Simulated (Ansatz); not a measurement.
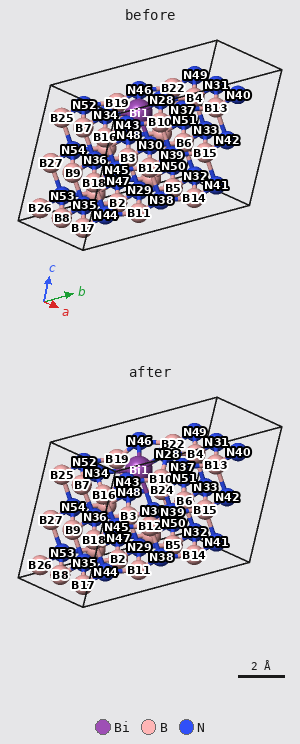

The structure of a defect cell of composition BiB26N27 before (top) and after (bottom) a relaxation, at one scale.

The picture is a ball-and-stick view of the cell of the calculation (origin shifted), seen slightly off an axis.

The calculation used DFT, PBE, plane-wave PAW, default files, scalar-relativistic (Ansatz 0.2.0). Settings: plane-wave cutoff 420 eV; k-point mesh 3 × 3 × 3; occupations fermi dirac; smearing width 0.01 eV; no spin polarisation; atoms relaxed in a fixed cell; force threshold 0.03 eV/Å; at most 40 steps.

Describe what moved and what it gained.

The largest moves, 0.43 Å, are those of N atoms. By element the largest moves are N 0.43 Å, B 0.07 Å. Bi stays in place. The cell doesn't change. Among the contacts that change: Bi–N 1.570 → 2.001 Å, B–N 1.570 → 1.493 Å, B–N 1.570 → 1.590 Å. Bond angles that change, for instance: N–B–N 109.5° → 96.2°, Bi–N–B 109.5° → 96.2°, B–N–B 109.5° → 118.8°. The energy falls by 23.274 eV per cell of the calculation in 5 geometry steps. Largest force component: 21 eV/Å at the start, 0.023 eV/Å at the end.

Limits of the set-up: the periodic images lie only 7.7 Å apart, so the values are limited by the cell's size.
